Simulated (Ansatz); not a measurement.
# H$_{5}$NSi$_{2}$···HF: what the fields show

```tsv
atom	x (Å)	y (Å)	z (Å)
Si	-0.4254	1.0460	0.3036
F	0.8295	-0.9491	-1.6201
N	-0.0314	1.3791	-1.2396
H	0.5565	-0.0070	-1.7006
H	-1.0391	2.0539	1.2301
Si	0.0219	-1.1372	1.0244
H	-0.1734	2.2879	-1.6789
H	-0.4362	-1.1735	2.4523
H	1.4848	-1.3942	0.9881
H	-0.7872	-2.1059	0.2407
```

Method: RKS r2SCAN-D4/def2-SVP (Ansatz 0.2.0).

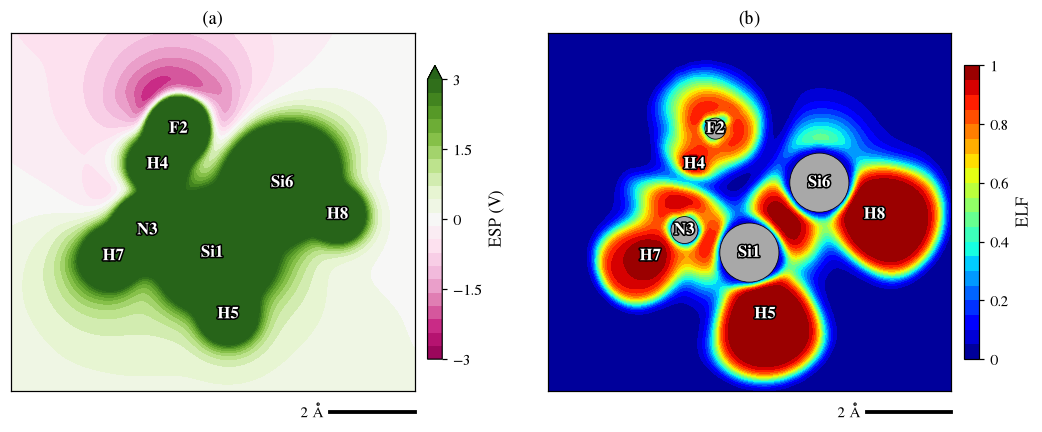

Figure 1. (a) molecular electrostatic potential; (b) electron localisation function on the plane of atoms H5, Si1 and Si6. Grey discs cover the atomic cores in the ELF map.

Describe what can be read from this map.

Answer.
- Atoms in the plane: Si, F, N and H.
- N3···H4 (1.57 Å): the ELF dips to about 0.35 between them: by its geometry a hydrogen bond between the two molecules, with no shared pair.
- Si–N (1.63 Å): the ELF peaks at about 0.90 between the atoms; a polar covalent bond.
- Si–Si (2.34 Å): the ELF peaks at about 1 between the atoms (localised, covalent bonding).
- F–H (0.98 Å): the ELF climbs to about 0.95 towards the hydrogen, as it does in any bond to H (an ordinary covalent bond to hydrogen).
- N–H (1.02 Å): the ELF climbs to about 1 towards the hydrogen: an ordinary covalent bond to hydrogen.
- The ELF also peaks beside F2, away from the bonds: lone-pair regions.
- Outside the dense part of the complex the potential is most negative (−2.3 V) near F2.

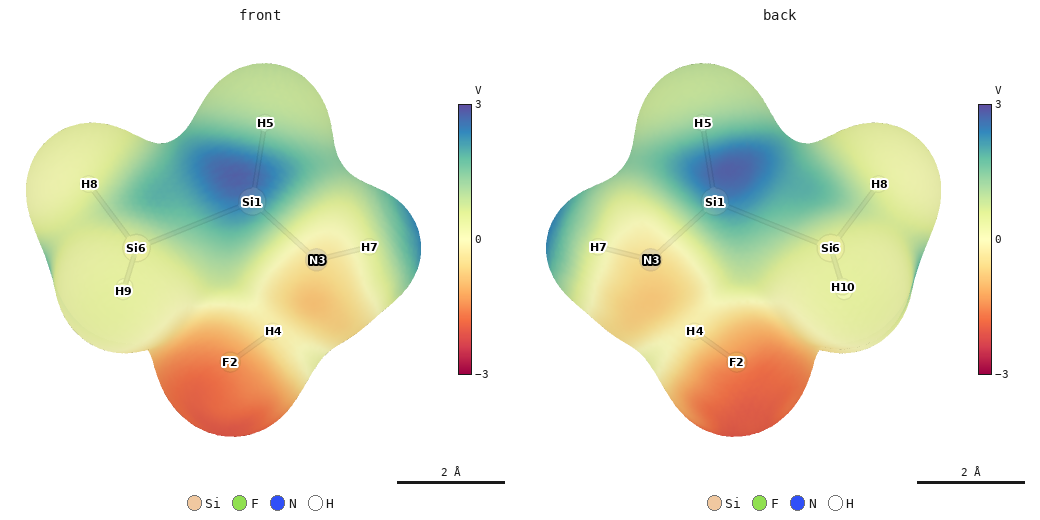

Figure 2. The electrostatic potential painted on the density surface at 0.004 e/bohr³, seen from the front and from behind; the colour scale runs from red (negative) to blue (positive).

Which sites attract a positive test charge, and which a negative one?

Answer. A positive charge is drawn to the negative regions and a negative charge to the positive ones. The most negative region (about −2.0 V) lies over F2, the most positive (about +2.8 V) over Si1.

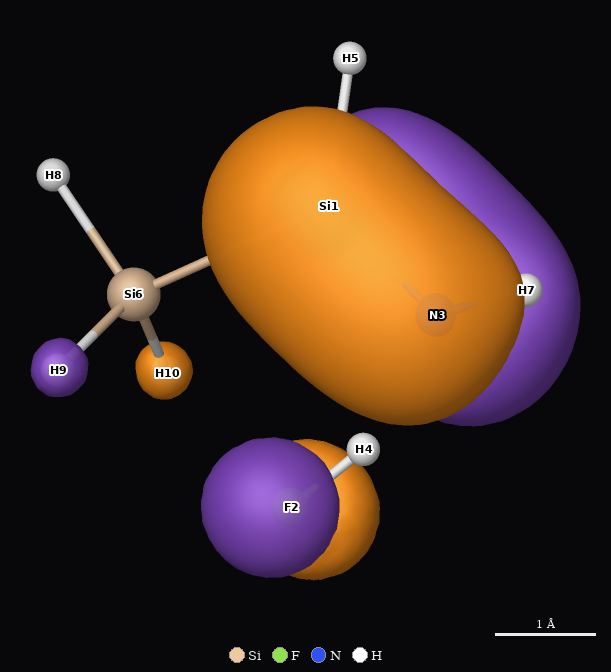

Figure 3. The HOMO−1 at ±0.08 Å⁻³ᐟ² (orange and purple are the two phases), seen at a tilt.

Where does this orbital lie, and at what energy?

Answer. It lies mainly on N3 (about 55 %), Si1 (about 25 %) and F2 (about 10 %); π-bonding across N3–Si1. Its energy is −7.35 eV.
